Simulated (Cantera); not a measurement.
Input: 1 mol TiO2, a varied amount of CO, 2.4 mol CH4, held at 1348.15 K and 24.0 Torr.

These are equilibrium values from Cantera (NASA tables, ideal gas, pure condensed phases), not measurements of a reactor. Candidate condensed phases: C, C6H6, C7H8, C8H18, H2O, Ti, TiC, TiO, TiO2, Ti2O3, Ti3O5, Ti4O7; 113 gas species. Mutual solubility and eutectic melting of coexisting phases are not modelled. TiC: taken at fixed stoichiometry. Rates play no part.

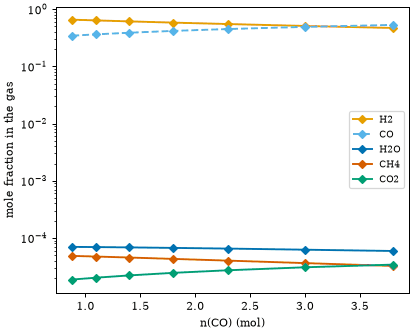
Figure. Equilibrium gas composition (values under 1e-9 drawn at 1e-9)

From 0.88 mol CO to 1.8 mol CO the condensed part is TiC(s) + Ti2O3(s). From 2.3 mol CO to 3.8 mol CO the condensed part is TiC(s) + Ti3O5(s).
